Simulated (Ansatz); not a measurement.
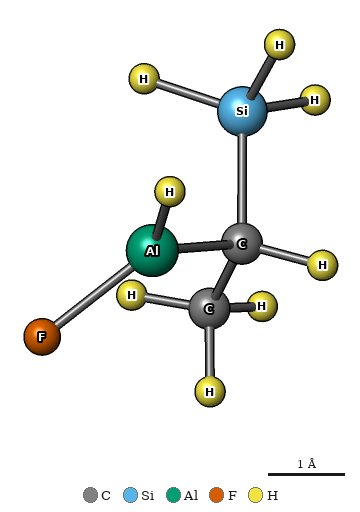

Starting structure of C₂H₈AlFSi (coarse preliminary run). Style: ball-and-stick. Shown from a free direction.

The start comes from a force field.

Method: Ansatz, RKS PBE-D4/def2-SVP.

Input
```yaml
crystal:
  periodic: [false, false, false]
  atoms:
    - {symbol: C, position_ang: [-1.403800, 0.115500, 0.486900]}
    - {symbol: C, position_ang: [0.040800, 0.406700, 0.310600]}
    - {symbol: Si, position_ang: [0.982800, -1.160200, 0.612100]}
    - {symbol: Al, position_ang: [0.544300, 1.082000, -1.532600]}
    - {symbol: F, position_ang: [-0.844000, 1.262800, -2.759400]}
    - {symbol: H, position_ang: [-1.806900, -0.591400, -0.247700]}
    - {symbol: H, position_ang: [-1.643800, -0.185200, 1.511300]}
    - {symbol: H, position_ang: [-1.976900, 1.119500, 0.296300]}
    - {symbol: H, position_ang: [0.375100, 1.197100, 1.083200]}
    - {symbol: H, position_ang: [0.744600, -1.638300, 2.012800]}
    - {symbol: H, position_ang: [2.443600, -0.888400, 0.506600]}
    - {symbol: H, position_ang: [0.632600, -2.185000, -0.325500]}
    - {symbol: H, position_ang: [1.932000, 1.430300, -1.940000]}
basis:
  gaussian: {orbitals: def2-SVP}
hamiltonian: {xc: pbe, dispersion: d4}
relax: {f_tol: 0.03, max_steps: 200}
```

Command:
```bash
ansatz run in.yaml --threads 4 --pin off --events-out ev --progress --plain --max-ram 10444MiB
```

**Where does the relaxation end?**

The energy falls by 0.748 eV in 13 geometry steps. Largest force component: 3.9 eV/Å at the start, 0.0043 eV/Å at the end. The atom that moves furthest after the best rigid fit is F5 (0.39 Å). Largest moves by element: F 0.39 Å, H 0.33 Å, C 0.13 Å, Al 0.04 Å, Si 0.04 Å. Some distances before and after: Al4–F5 1.861 → 1.685 Å, Al4–H13 1.488 → 1.593 Å, Si3–H12 1.432 → 1.509 Å, C2–Al4 2.027 → 1.961 Å. Bond angles that change, for instance: C2–C1–H8 106.8° → 112.2°, H6–C1–H7 111.7° → 107.0°, Si3–C2–H9 108.8° → 104.3°. Cost: 22 s on 4 threads of Arm Neoverse V2 (shared host).

The structure at the end:

```xyz
13

C    -1.4832    0.2156    0.5039
C     0.0324    0.4060    0.2713
Si    1.0131   -1.1825    0.6114
Al    0.5180    1.0843   -1.5033
F    -0.6211    0.9449   -2.7370
H    -1.9152   -0.5191   -0.2066
H    -1.7061   -0.1524    1.5290
H    -2.0509    1.1595    0.3681
H     0.4586    1.1515    0.9859
H     0.7798   -1.6896    2.0127
H     2.4902   -0.9411    0.4262
H     0.5980   -2.2696   -0.3487
H     1.9069    1.7578   -1.8983
```

The end point in the same view:

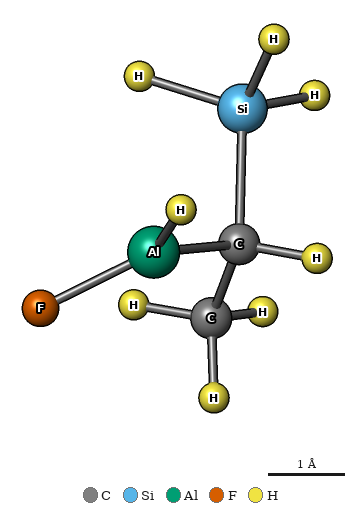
